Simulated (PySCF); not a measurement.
Ga(Cl)(nPr)2, C6H14ClGa, SMILES CC[CH2][Ga]([Cl])[CH2]CC at its GFN2-xTB optimised geometry (Å):

```
22

Ga     1.0255    -0.7108     0.0000
Cl     3.1378    -0.7108     0.0000
C      0.0790     1.1345     0.0000
C      1.1006     2.2723    -0.0001
C      0.4249     3.6403     0.0004
H     -0.5715     1.2091     0.8793
H     -0.5709     1.2088    -0.8798
H      1.7446     2.1870     0.8825
H      1.7441     2.1871    -0.8830
H     -0.2025     3.7566    -0.8814
H      1.1695     4.4333    -0.0004
H     -0.2009     3.7569     0.8833
C      0.1210    -2.5757    -0.0027
C     -1.4061    -2.4834     0.0095
C     -2.0531    -3.8653     0.0047
H      0.4748    -3.1384     0.8711
H      0.4612    -3.1291    -0.8877
H     -1.7347    -1.9339     0.8980
H     -1.7477    -1.9221    -0.8665
H     -1.7594    -4.4207    -0.8839
H     -3.1378    -3.7809     0.0145
H     -1.7445    -4.4333     0.8801
```

Calculation: PBE0/def2-SVP (PySCF). Cells within 0.4 Å of a nucleus heavier than hydrogen are left out (blank, or x).

Map of the Laplacian of the electron density (e/bohr⁵), clipped to [-1.50, 1.50] on the plane z = 0.0 Å:

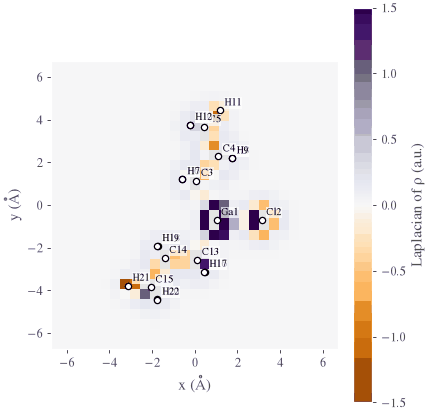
Laplacian of the electron density (e/bohr⁵), clipped to [-1.50, 1.50] on the plane z = 0.0 Å.
